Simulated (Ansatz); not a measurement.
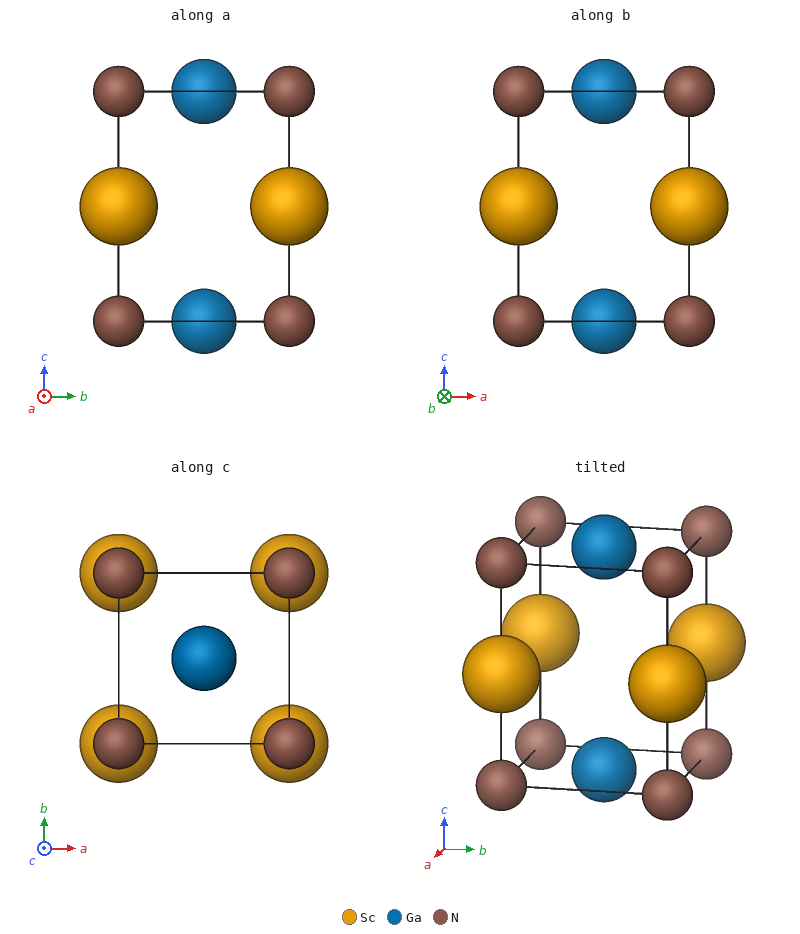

The figure gives a spheres-only picture of the atoms, viewed along the a axis, along the b axis, along the c axis and slightly off an axis. The edges of the conventional unit cell are marked.

Lattice parameters: a = 3.1777 Å, b = 3.1777 Å, c = 4.2797 Å, α = 90.000°, β = 90.000°, γ = 90.000°.

### Transcribe the picture into a CIF with its space group and independent sites.

```cif
data_structure
_symmetry_space_group_name_H-M 'P 4/m m m'
_symmetry_Int_Tables_number 123
_cell_length_a 3.1777
_cell_length_b 3.1777
_cell_length_c 4.2797
_cell_angle_alpha 90.000
_cell_angle_beta 90.000
_cell_angle_gamma 90.000
_cell_volume 43.21
loop_
_atom_site_label
_atom_site_type_symbol
_atom_site_symmetry_multiplicity
_atom_site_Wyckoff_symbol
_atom_site_fract_x
_atom_site_fract_y
_atom_site_fract_z
_atom_site_occupancy
Sc1 Sc 1 b 0.0000 0.0000 0.5000 1
Ga1 Ga 1 c 0.5000 0.5000 0.0000 1
N1 N 1 a 0.0000 0.0000 0.0000 1
```

Starting structure: a structure type filled with these elements by a generator (whether the compound takes this form wasn't checked). The structure drawn was relaxed with DFT PBE, scalar-relativistic, plane waves, PAW (Ansatz 0.2.0).
